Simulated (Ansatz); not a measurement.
```csv
atom,x (Å),y (Å),z (Å)
Al,0.5500,-0.2918,0.4367
N,-0.2366,1.6324,0.4001
C,-0.8831,-1.4404,-0.2712
F,0.8450,-0.2809,2.1211
H,0.3833,2.2192,-0.1786
S,2.4183,0.0457,-0.7754
H,-1.1951,1.7252,0.0363
H,-0.2244,2.0133,1.3578
H,-0.5830,-2.5103,-0.2688
H,-1.8076,-1.3674,0.3432
H,-1.1595,-1.1907,-1.3192
H,1.8925,-0.5541,-1.8819
```

Computed with Ansatz 0.2.0, RKS revPBE-D4/def2-SVP.

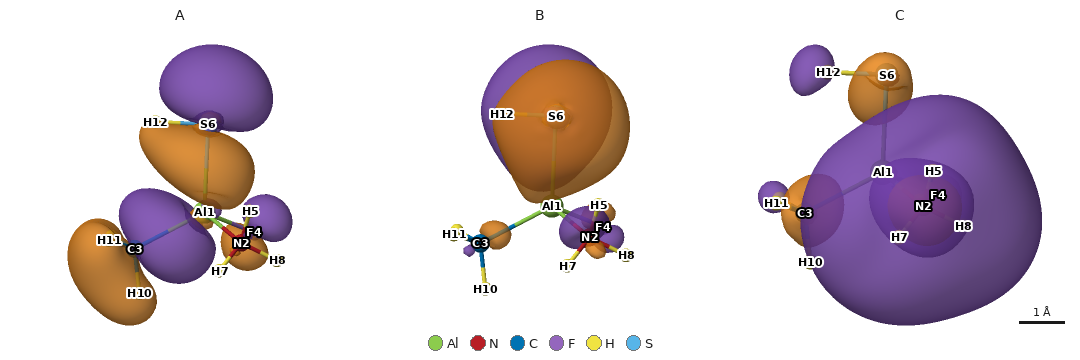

CH₇AlFNS. Three frontier orbitals at ±0.06 Å⁻³ᐟ² (orange and purple are the two phases), in no order.

**Which picture is the HOMO−1, the HOMO and the LUMO?**

A is the HOMO−1 (−6.11 eV). By Hirshfeld shares it lies mainly on S6 (about 40 %), C3 (about 30 %) and Al1 (about 15 %). B is the HOMO (−5.37 eV). Its weight (Hirshfeld) is mainly on S6 (about 85 %); largely a lone pair of S6. C is the LUMO (−0.54 eV). Its weight (Hirshfeld) is mainly on H7 (about 20 %), N2 (about 20 %), H8 (about 15 %), H5 (about 15 %) and Al1 (about 10 %).

**What is the HOMO–LUMO gap?**

4.83 eV between the orbital energies.
